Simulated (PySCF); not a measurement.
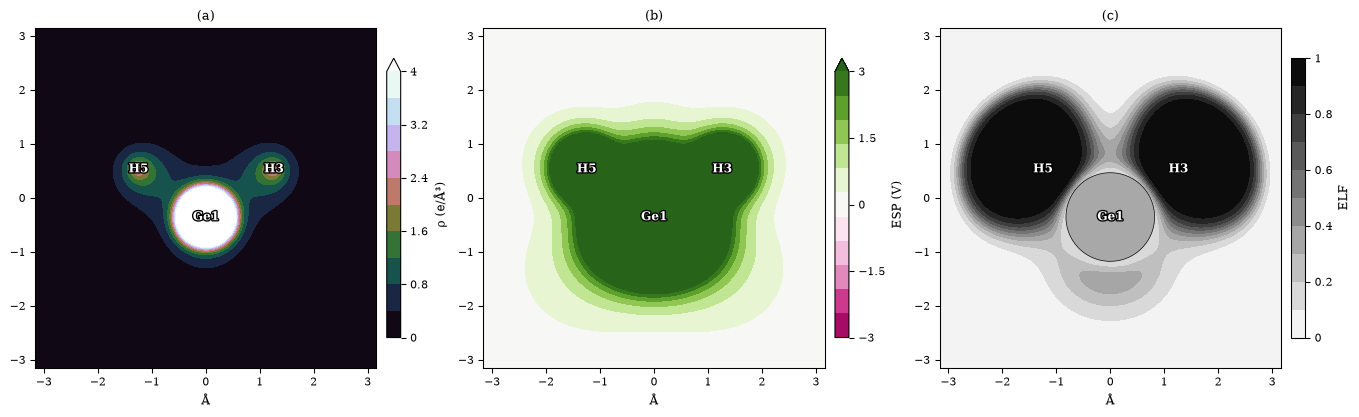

Figure 1: GeH₄ (germane). (a) electron density; (b) electrostatic potential; (c) ELF on the plane of atoms H3, Ge1 and H5. Grey discs cover the atomic cores in the ELF map.

Geometry: PBE0-D3(BJ)/def2-SVP.

The calculation used DFT single point, gas phase, functional M06-2X in PySCF 2.14.0, density-fitted response routines.

```xyz
5

Ge    0.0041    0.0025   -0.0086
H    -0.6156   -0.8786   -1.1051
H     0.5693   -0.8905    1.1075
H    -1.0743    0.9303    0.5736
H     1.1370    0.8490   -0.6109
```

### What does the map show?

- Atoms in the plane: Ge and H.
- Ge–H (1.54 Å): the density is about 1 e/Å³ at the midpoint; the ELF climbs to about 1 towards the hydrogen.
- The potential has no marked negative region in this plane.
